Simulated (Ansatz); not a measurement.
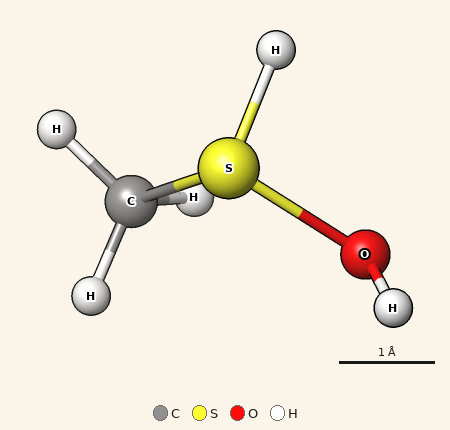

Fig. 1: The input geometry (ball-and-stick view, seen at a tilt). Bond lengths as drawn: C–H 1.09 Å, C–S 1.87 Å, H–O 0.99 Å, H–S 1.38 Å and O–S 1.76 Å.

**Run report: CH5OS (charge +1), nudged elastic band**

- system: CH5OS, charge +1, SMILES C[SH+]O
- method: RKS PBE0-D4/6-31G (Ansatz 0.2.0)

It belongs to a series of runs on one base structure; here: band between the two ends.

### Output
```
Engine: ansatz 0.2.0, aarch64-unknown-linux-gnu
Functional definition: PBE0
  parameter a = 0.25
  parameter kappa = 0.804
  parameter beta = 0.06672455060314922
  exchange = (1 - a)*pbe_x(kappa = kappa, mu = beta*pi^2/3) + a*exact_x
  correlation = pbe_c(beta = beta)
558 factors; integrals over basis functions are off by at most 1.6e-4 eV
mean field evaluation 1: about -13969.8220 eV, gradient 7.6e1 eV
mean field evaluation 2: about -13906.1372 eV, gradient 1.6e2 eV
mean field evaluation 4: about -13981.2427 eV, gradient 1.3e1 eV
mean field evaluation 8: about -13981.7102 eV, gradient 2.1e-1 eV
mean field -13981.71035832 eV, -513.8183785244 hartree, gradient 6.3e-6 eV, S^2 0.000000; 0 other end points of the search recorded, 0 dependent functions left out
the calculation of the forces begins
reference -13981.71037488 eV, -513.8183791333 hartree; 17, 17 occupied and 24, 24 virtual orbitals, 558 factors
558 factors; integrals over basis functions are off by at most 1.6e-4 eV
mean field evaluation 16: about -13969.8158 eV, gradient 7.6e1 eV
mean field -13981.71037482 eV, -513.8183791309 hartree, gradient 6.4e-6 eV, S^2 0.000000; 0 other end points of the search recorded, 0 dependent functions left out
[... from here on the field's lines of each further geometry are left out, up to the last ...]
NEB iter   1: max|band force component| = 4.836e0 eV/Å  barrier→ = 0.5700 eV  barrier← = 0.5700 eV  Δτ_max = 0.1262 Å  (274 SCF iters)
NEB iter   2: max|band force component| = 2.481e0 eV/Å  barrier→ = 0.2419 eV  barrier← = 0.2419 eV  Δτ_max = 0.0456 Å  (262 SCF iters)
NEB iter   3: max|band force component| = 8.641e-1 eV/Å  barrier→ = 0.0909 eV  barrier← = 0.0909 eV  Δτ_max = 0.0421 Å  (264 SCF iters)
NEB iter   4: max|band force component| = 1.742e-1 eV/Å  barrier→ = 0.0636 eV  barrier← = 0.0636 eV  CI = image 5  Δτ_max = 0.0253 Å  (258 SCF iters)
NEB iter   5: max|band force component| = 5.444e-2 eV/Å  barrier→ = 0.0613 eV  barrier← = 0.0613 eV  CI = image 5  Δτ_max = 0.0072 Å  (222 SCF iters)
the calculation of the forces begins
reference -13981.70455199 eV, -513.8181651460 hartree; 17, 17 occupied and 24, 24 virtual orbitals, 558 factors
558 factors; integrals over basis functions are off by at most 1.6e-4 eV
mean field -13981.64939062 eV, -513.8161380031 hartree, gradient 1.5e-5 eV, S^2 0.000000; 1 other end points of the search recorded, 0 dependent functions left out
the calculation of the forces begins
reference -13981.64940715 eV, -513.8161386104 hartree; 17, 17 occupied and 24, 24 virtual orbitals, 558 factors
NEB iter   6: max|band force component| = 2.206e-2 eV/Å  barrier→ = 0.0611 eV  barrier← = 0.0611 eV  CI = image 5  Δτ_max = 0.0000 Å  (432 SCF iters)
```

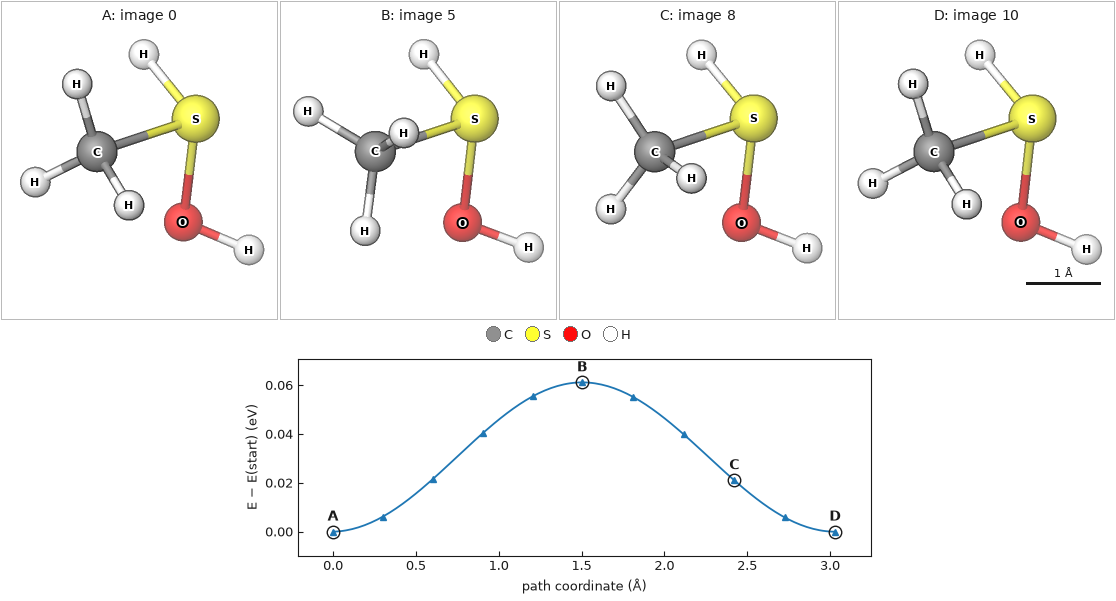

Fig. 2: Images of the last band (counted from 0; ball-and-stick, seen at a tilt) above the energy along the path; the line is a cubic interpolation that uses the forces. The highest image is number 5, 0.061 eV above the start and 0.061 eV above the end (the climbing image); start and end have the same energy. The path is 3.03 Å long. The band converged in 6 iterations.

```
Total energy: -13981.72686297 eV, -513.8189850595 hartree
Atom 0 at    -0.806139     0.754353    -0.012817 Å, force     0.022065    -0.013638    -0.000203 eV/Å
Atom 1 at     0.919226     0.090305     0.364389 Å, force    -0.013157     0.002554    -0.005083 eV/Å
Atom 2 at     0.607898    -1.607521    -0.011971 Å, force    -0.000535    -0.002784    -0.004339 eV/Å
Atom 3 at    -1.456729    -0.121731     0.042291 Å, force    -0.002482     0.003097     0.002641 eV/Å
Atom 4 at    -0.817929     1.194688    -1.008526 Å, force    -0.002264     0.004693     0.001378 eV/Å
Atom 5 at    -1.037316     1.479261     0.767042 Å, force    -0.005828     0.003642     0.000539 eV/Å
Atom 6 at     1.567608     0.390039    -0.818525 Å, force     0.000226    -0.001701     0.002378 eV/Å
Atom 7 at     1.023382    -2.179395     0.678116 Å, force     0.001976     0.004138     0.002690 eV/Å
Dipole moment:     0.156275     0.304439     0.061856 e Å
this run last wrote the band of iteration 6 to [file]
```

### The last band as extended XYZ (Å, eV, eV/Å)
```
8
Properties=species:S:1:pos:R:3:forces:R:3 image=0 energy=-13981.78798
C    -0.8353    0.6953    0.0055    0.0029   0.0093   0.0002
S     0.8029   -0.0051    0.5830    0.0008  -0.0026  -0.0013
O     0.7468   -1.5187   -0.3221    0.0007  -0.0038   0.0105
H    -1.6049    0.2113    0.6051   -0.0032  -0.0016   0.0035
H    -0.9400    0.4637   -1.0552    0.0034   0.0014   0.0014
H    -0.8083    1.7710    0.1940   -0.0039  -0.0023  -0.0053
H     1.6549    0.6516   -0.2849   -0.0019   0.0008  -0.0001
H     0.9840   -2.2691    0.2747    0.0014  -0.0011  -0.0089
8
Properties=species:S:1:pos:R:3:forces:R:3 image=1 energy=-13981.78180
C    -0.8282    0.7056   -0.0014   -0.0053   0.0032   0.0011
S     0.8271    0.0187    0.5425   -0.0002  -0.0062   0.0003
O     0.7214   -1.5458   -0.2667    0.0022   0.0060  -0.0067
H    -1.5831    0.1126    0.5143   -0.0014   0.0112   0.0119
H    -0.9071    0.6070   -1.0838   -0.0024  -0.0191   0.0040
H    -0.8598    1.7477    0.3253    0.0073   0.0012  -0.0169
H     1.6498    0.6139   -0.3956   -0.0008   0.0052   0.0168
H     0.9798   -2.2597    0.3653    0.0006  -0.0015  -0.0105
8
Properties=species:S:1:pos:R:3:forces:R:3 image=2 energy=-13981.76643
C    -0.8224    0.7178   -0.0069   -0.0093   0.0032   0.0035
S     0.8504    0.0393    0.5002    0.0000  -0.0112  -0.0005
O     0.6961   -1.5690   -0.2105    0.0034   0.0112  -0.0124
H    -1.5561    0.0274    0.4104   -0.0029   0.0166   0.0205
H    -0.8818    0.7564   -1.0937   -0.0032  -0.0304   0.0039
H    -0.9102    1.7049    0.4525    0.0116   0.0039  -0.0270
H     1.6417    0.5684   -0.5024    0.0006   0.0094   0.0267
H     0.9821   -2.2452    0.4506   -0.0001  -0.0028  -0.0147
8
Properties=species:S:1:pos:R:3:forces:R:3 image=3 energy=-13981.74767
C    -0.8173    0.7313   -0.0103   -0.0062  -0.0009   0.0035
S     0.8733    0.0577    0.4569   -0.0010  -0.0133  -0.0004
O     0.6671   -1.5879   -0.1499    0.0022   0.0127  -0.0156
H    -1.5254   -0.0409    0.2948   -0.0045   0.0132   0.0235
H    -0.8595    0.9073   -1.0837   -0.0034  -0.0293  -0.0013
H    -0.9581    1.6446    0.5706    0.0111   0.0094  -0.0244
H     1.6270    0.5152   -0.6078    0.0019   0.0105   0.0267
H     0.9928   -2.2272    0.5293   -0.0001  -0.0023  -0.0119
8
Properties=species:S:1:pos:R:3:forces:R:3 image=4 energy=-13981.73258
C    -0.8122    0.7440   -0.0118    0.0037  -0.0059   0.0012
S     0.8963    0.0747    0.4120   -0.0028  -0.0081  -0.0010
O     0.6368   -1.6008   -0.0837   -0.0008   0.0057  -0.0143
H    -1.4918   -0.0910    0.1709   -0.0039   0.0065   0.0166
H    -0.8385    1.0547   -1.0547   -0.0028  -0.0159  -0.0038
H    -1.0012    1.5687    0.6762    0.0051   0.0097  -0.0126
H     1.6031    0.4554   -0.7131    0.0005   0.0068   0.0183
H     1.0075   -2.2056    0.6040    0.0010   0.0012  -0.0044
8
Properties=species:S:1:pos:R:3:forces:R:3 image=5 energy=-13981.72685
C    -0.8061    0.7544   -0.0128    0.0221  -0.0136  -0.0002
S     0.9192    0.0903    0.3644   -0.0132   0.0026  -0.0051
O     0.6079   -1.6075   -0.0120   -0.0005  -0.0028  -0.0043
H    -1.4567   -0.1217    0.0423   -0.0025   0.0031   0.0026
H    -0.8179    1.1947   -1.0085   -0.0023   0.0047   0.0014
H    -1.0373    1.4793    0.7670   -0.0058   0.0036   0.0005
H     1.5676    0.3900   -0.8185    0.0002  -0.0017   0.0024
H     1.0234   -2.1794    0.6781    0.0020   0.0041   0.0027
8
Properties=species:S:1:pos:R:3:forces:R:3 image=6 energy=-13981.73278
C    -0.8010    0.7582   -0.0090    0.0018  -0.0032  -0.0052
S     0.9346    0.1009    0.3272   -0.0011  -0.0065  -0.0083
O     0.5947   -1.6082    0.0340   -0.0062   0.0060   0.0052
H    -1.4221   -0.1352   -0.1136    0.0052   0.0029  -0.0137
H    -0.7911    1.3458   -0.9265    0.0059   0.0145   0.0127
H    -1.0845    1.3529    0.8583   -0.0047  -0.0155   0.0073
H     1.5321    0.3446   -0.8945   -0.0057  -0.0070  -0.0109
H     1.0373   -2.1591    0.7241    0.0049   0.0089   0.0130
8
Properties=species:S:1:pos:R:3:forces:R:3 image=7 energy=-13981.74811
C    -0.7958    0.7583   -0.0060   -0.0091   0.0037  -0.0058
S     0.9471    0.1096    0.2913    0.0023  -0.0115  -0.0136
O     0.5875   -1.6066    0.0744   -0.0056   0.0128   0.0120
H    -1.3871   -0.1214   -0.2737    0.0112   0.0104  -0.0222
H    -0.7656    1.4846   -0.8189    0.0081   0.0155   0.0262
H    -1.1289    1.2073    0.9285   -0.0046  -0.0286   0.0028
H     1.4927    0.3050   -0.9630   -0.0083  -0.0125  -0.0177
H     1.0501   -2.1369    0.7672    0.0062   0.0102   0.0182
8
Properties=species:S:1:pos:R:3:forces:R:3 image=8 energy=-13981.76694
C    -0.7912    0.7560   -0.0050   -0.0111   0.0072  -0.0047
S     0.9566    0.1164    0.2551    0.0033  -0.0089  -0.0134
O     0.5867   -1.6043    0.1106   -0.0032   0.0085   0.0129
H    -1.3538   -0.0784   -0.4311    0.0112   0.0146  -0.0208
H    -0.7446    1.6054   -0.6889    0.0057   0.0103   0.0285
H    -1.1691    1.0485    0.9734   -0.0024  -0.0291  -0.0029
H     1.4528    0.2676   -1.0258   -0.0087  -0.0125  -0.0167
H     1.0626   -2.1111    0.8118    0.0051   0.0099   0.0171
8
Properties=species:S:1:pos:R:3:forces:R:3 image=9 energy=-13981.78216
C    -0.7878    0.7532   -0.0073   -0.0034   0.0027  -0.0015
S     0.9636    0.1209    0.2170    0.0014  -0.0036  -0.0082
O     0.5918   -1.6030    0.1449   -0.0010   0.0040   0.0074
H    -1.3244   -0.0068   -0.5787    0.0043   0.0086  -0.0138
H    -0.7301    1.7035   -0.5422    0.0031   0.0075   0.0158
H    -1.2035    0.8842    0.9904   -0.0018  -0.0171  -0.0006
H     1.4144    0.2285   -1.0851   -0.0055  -0.0082  -0.0099
H     1.0759   -2.0805    0.8610    0.0029   0.0060   0.0108
8
Properties=species:S:1:pos:R:3:forces:R:3 image=10 energy=-13981.78800
C    -0.7859    0.7518   -0.0133    0.0012   0.0017   0.0008
S     0.9684    0.1228    0.1758    0.0039   0.0005  -0.0003
O     0.6020   -1.6032    0.1800   -0.0006   0.0058  -0.0005
H    -1.3011    0.0901   -0.7106    0.0005  -0.0005  -0.0025
H    -0.7218    1.7768   -0.3860   -0.0007  -0.0057   0.0021
H    -1.2316    0.7222    0.9801   -0.0005   0.0016  -0.0009
H     1.3792    0.1831   -1.1428   -0.0034  -0.0021   0.0021
H     1.0908   -2.0435    0.9167   -0.0004  -0.0013  -0.0009
```

The run was set up as follows.

### The input
```yaml
crystal:
  periodic: [false, false, false]
  atoms:
    - { symbol: C, position_ang: [-0.835287, 0.695262, 0.005453] }
    - { symbol: S, position_ang: [0.802899, -0.005078, 0.583032] }
    - { symbol: O, position_ang: [0.746759, -1.518665, -0.322148] }
    - { symbol: H, position_ang: [-1.604871, 0.211311, 0.60506] }
    - { symbol: H, position_ang: [-0.940028, 0.463663, -1.055212] }
    - { symbol: H, position_ang: [-0.808312, 1.771029, 0.194032] }
    - { symbol: H, position_ang: [1.654876, 0.651584, -0.284943] }
    - { symbol: H, position_ang: [0.983964, -2.269107, 0.274726] }
total_charge: 1
basis:
  gaussian: { orbitals: "6-31G" }
hamiltonian:
  xc: pbe0
  dispersion: d4
neb:
  order_check: false
  images: 9
  f_tol: 0.03
  max_iterations: 60
  final_atoms:
    - { symbol: C, position_ang: [-0.78589575, 0.75179056, -0.01327118] }
    - { symbol: S, position_ang: [0.96837228, 0.12284858, 0.17578924] }
    - { symbol: O, position_ang: [0.6020484, -1.6032463, 0.18001025] }
    - { symbol: H, position_ang: [-1.30113571, 0.0900652, -0.71055176] }
    - { symbol: H, position_ang: [-0.72180653, 1.77679039, -0.38600647] }
    - { symbol: H, position_ang: [-1.23156152, 0.72221954, 0.98009087] }
    - { symbol: H, position_ang: [1.37915655, 0.18305857, -1.14278891] }
    - { symbol: H, position_ang: [1.09082229, -2.04352755, 0.91672796] }
  initial_path:
    images:
      - { positions_ang: [[-0.835287, 0.695262, 0.005453], [0.802899, -0.005078, 0.583032], [0.746759, -1.518665, -0.322148], [-1.604871, 0.211311, 0.60506], [-0.940028, 0.463663, -1.055212], [-0.808312, 1.771029, 0.194032], [1.654876, 0.651584, -0.284943], [0.983964, -2.269107, 0.274726]] }
      - { positions_ang: [[-0.81705907, 0.69663107, 0.00327864], [0.82135895, 0.00581527, 0.53754414], [0.73287147, -1.51386464, -0.25536956], [-1.57586995, 0.14569177, 0.48406357], [-0.90124464, 0.60930165, -1.03930669], [-0.84888484, 1.69868791, 0.31045306], [1.61341424, 0.5988008, -0.39938375], [0.97541383, -2.24106483, 0.3587206]] }
      - { positions_ang: [[-0.79883114, 0.69800013, 0.00110427], [0.83981889, 0.01670854, 0.49205627], [0.71898395, -1.50906427, -0.18859113], [-1.54686891, 0.08007254, 0.36306715], [-0.86246128, 0.7549403, -1.02340138], [-0.88945768, 1.62634681, 0.42687412], [1.57195249, 0.5460176, -0.51382451], [0.96686367, -2.21302266, 0.4427152]] }
      - { positions_ang: [[-0.78060321, 0.6993692, -0.00107009], [0.85827884, 0.02760181, 0.44656841], [0.70509642, -1.50426391, -0.12181269], [-1.51786786, 0.01445332, 0.24207072], [-0.82367791, 0.90057895, -1.00749607], [-0.93003051, 1.55400572, 0.54329518], [1.53049073, 0.49323441, -0.62826526], [0.9583135, -2.18498049, 0.52670979]] }
      - { positions_ang: [[-0.76237528, 0.70073827, -0.00324445], [0.87673878, 0.03849508, 0.40108055], [0.6912089, -1.49946354, -0.05503426], [-1.48886681, -0.05116591, 0.1210743], [-0.78489455, 1.0462176, -0.99159076], [-0.97060335, 1.48166462, 0.65971624], [1.48902898, 0.44045121, -0.74270602], [0.94976334, -2.15693832, 0.61070439]] }
      - { positions_ang: [[-0.74414735, 0.70210733, -0.00541881], [0.89519873, 0.04938835, 0.35559268], [0.67732137, -1.49466318, 0.01174418], [-1.45986576, -0.11678514, 7.787e-05], [-0.74611119, 1.19185625, -0.97568544], [-1.01117619, 1.40932353, 0.7761373], [1.44756722, 0.38766801, -0.85714677], [0.94121317, -2.12889615, 0.69469899]] }
      - { positions_ang: [[-0.75249703, 0.71204398, -0.00698929], [0.90983344, 0.0640804, 0.31963199], [0.66226678, -1.5163798, 0.04539739], [-1.42811975, -0.07541507, -0.14204805], [-0.74125026, 1.30884308, -0.85774965], [-1.05525326, 1.27190273, 0.81692801], [1.43388509, 0.34674612, -0.9142752], [0.971135, -2.11182243, 0.73910478]] }
      - { positions_ang: [[-0.76084671, 0.72198062, -0.00855976], [0.92446815, 0.07877244, 0.28367131], [0.64721218, -1.53809643, 0.07905061], [-1.39637374, -0.034045, -0.28417398], [-0.73638933, 1.42582991, -0.73981385], [-1.09933032, 1.13448193, 0.85771873], [1.42020295, 0.30582424, -0.97140362], [1.00105682, -2.09474871, 0.78351058]] }
      - { positions_ang: [[-0.76919639, 0.73191727, -0.01013023], [0.93910286, 0.09346449, 0.24771062], [0.63215759, -1.55981305, 0.11270382], [-1.36462773, 0.00732506, -0.42629991], [-0.7315284, 1.54281673, -0.62187806], [-1.14340739, 0.99706114, 0.89850944], [1.40652082, 0.26490235, -1.02853205], [1.03097864, -2.07767499, 0.82791637]] }
      - { positions_ang: [[-0.77754607, 0.74185391, -0.01170071], [0.95373757, 0.10815653, 0.21174993], [0.61710299, -1.58152967, 0.14635704], [-1.33288172, 0.04869513, -0.56842583], [-0.72666746, 1.65980356, -0.50394226], [-1.18748445, 0.85964034, 0.93930015], [1.39283868, 0.22398046, -1.08566048], [1.06090047, -2.06060127, 0.87232216]] }
      - { positions_ang: [[-0.78589575, 0.75179056, -0.01327118], [0.96837228, 0.12284858, 0.17578924], [0.6020484, -1.6032463, 0.18001025], [-1.30113571, 0.0900652, -0.71055176], [-0.72180653, 1.77679039, -0.38600647], [-1.23156152, 0.72221954, 0.98009087], [1.37915655, 0.18305857, -1.14278891], [1.09082229, -2.04352755, 0.91672796]] }
```

Run as:
```bash
ansatz run input.yaml --threads 1 --pin off --max-ram 2048MiB --backend cpu --events-out ev --progress --plain --runs-dir out
```

### Key numbers

| quantity | value |
| --- | --- |
| outcome | converged |
| barrier, forward | 0.061 eV |
| barrier, backward | 0.061 eV |
| hardware | 1 thread of Arm Neoverse V2, 24 GiB of memory available, shared host |
| wall time | 76 s |
| peak memory | 0.098 GiB |

### Remarks

The order of the saddle point was not checked.
